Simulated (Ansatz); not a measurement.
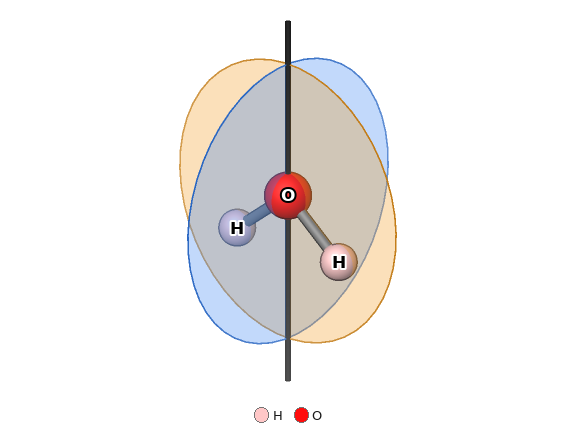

All proper rotation axes (lines) and mirror planes (discs) of the structure are drawn in. Distant atoms are faded towards the background colour. The geometry was computed by an optimisation with PBE0-D4/def2-TZVP.

Name the symmetry elements and the point group.

Answer. It has 1 C2 axis and 2 mirror planes. Point group C2v. The group has 4 operations. The geometry is achiral, and symmetry allows a dipole moment.
